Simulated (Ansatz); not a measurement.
GeH₄O

Input file:

```
crystal:
  periodic: [false, false, false]
  atoms:
    - { symbol: Ge, position_ang: [0.0, 0.0, 0.0] }
    - { symbol: O, position_ang: [1.1168, 0.0, 1.6228] }
    - { symbol: H, position_ang: [0.2072, -0.2814, 1.96] }
    - { symbol: H, position_ang: [1.7092, 0.0, 0.376] }
    - { symbol: H, position_ang: [-0.73, 1.2648, -0.5162] }
    - { symbol: H, position_ang: [-0.73, -1.2648, -0.5162] }
basis:
  gaussian: { orbitals: def2-mTZVP }
hamiltonian:
  xc: pbe0
  dispersion: d4
relax:
  f_tol: 0.15
  max_steps: 25
  restrain:
    - { distance: [1, 3], at: 2.21, k: 30.0 }
    - { distance: [0, 1], at: 1.77, k: 30.0 }
    - { distance: [0, 3], at: 1.55, k: 30.0 }
output:
  orbitals: {}
```

Run with:

```sh
ansatz run input.yaml --threads 1 --pin off --max-ram 2048MiB --backend cpu --events-out ev --progress --plain --runs-dir out
```

The fields are those of the run's last geometry, not of the input's.

Not at a stationary point (largest force 1.2 eV/Å).

The calculation used RKS PBE0-D4/def2-mTZVP in Ansatz.

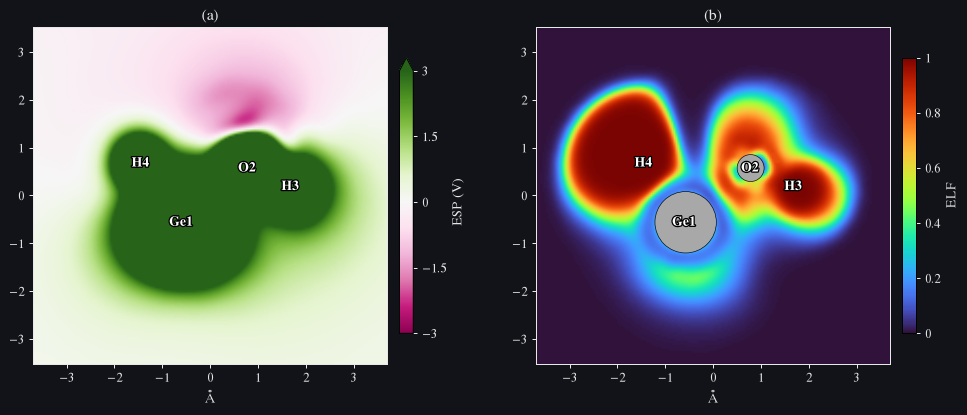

Figure 1. (a) molecular electrostatic potential; (b) ELF on the plane of atoms Ge1, O2 and H3. Grey discs cover the atomic cores in the ELF map.

Q: What does the map show?

A: The section cuts through Ge, O and H sites. Ge–O (1.77 Å): the ELF peaks at about 0.85 in the valence shell of O, 0.6 Å from its nucleus, and is about 0.35 at the midpoint. O–H (0.96 Å): the ELF climbs to about 1 towards the hydrogen, as it does in any bond to H: a covalent bond by its length. Ge–H (1.53 Å): the ELF climbs to about 1 towards the hydrogen. The ELF also peaks beside O2, away from the bonds: lone-pair regions. Outside the dense part of the molecule the potential is most negative (−2.2 V) near O2.

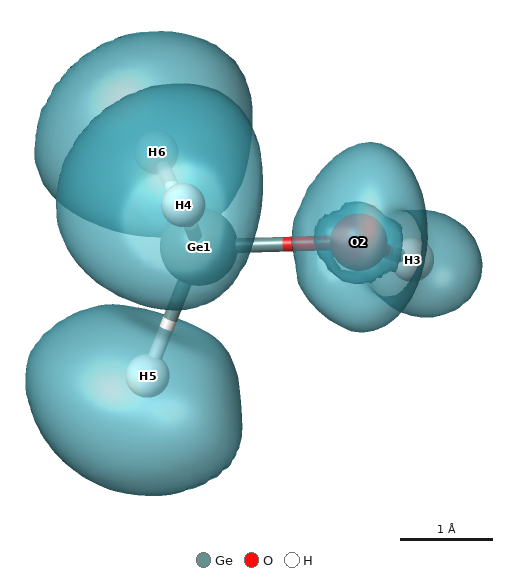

Figure 2. Isosurface of the ELF at 0.75 (cyan), seen from one side. Core shells and regions of very low density are left out.

Q: Identify the bonds, lone pairs and shells in this picture.

A: The ELF exceeds this value in three regions around hydrogen nuclei and one joined region spread over several atoms (H, O), in which their bonds and any lone pairs are merged.

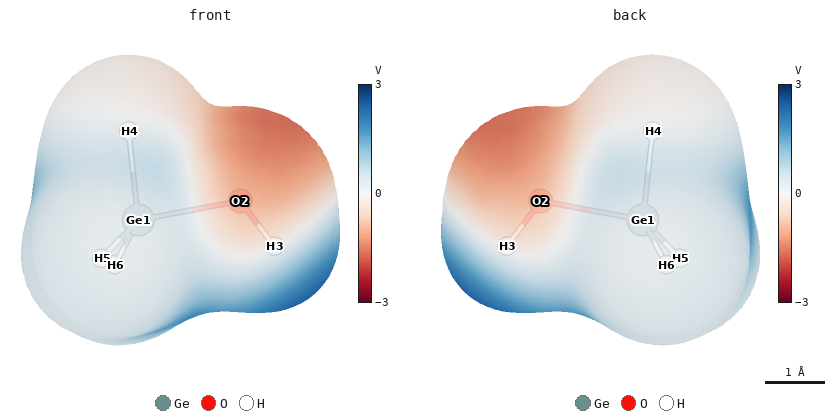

Figure 3. The molecular electrostatic potential painted on the density surface at 0.002 e/bohr³, seen from the front and from behind; red is negative and blue positive.

Q: Describe the electrostatic potential map.

A: The most negative region (about −1.6 V) lies over O2, the most positive (about +2.3 V) over H3. O2 is the likeliest acceptor of a hydrogen bond.
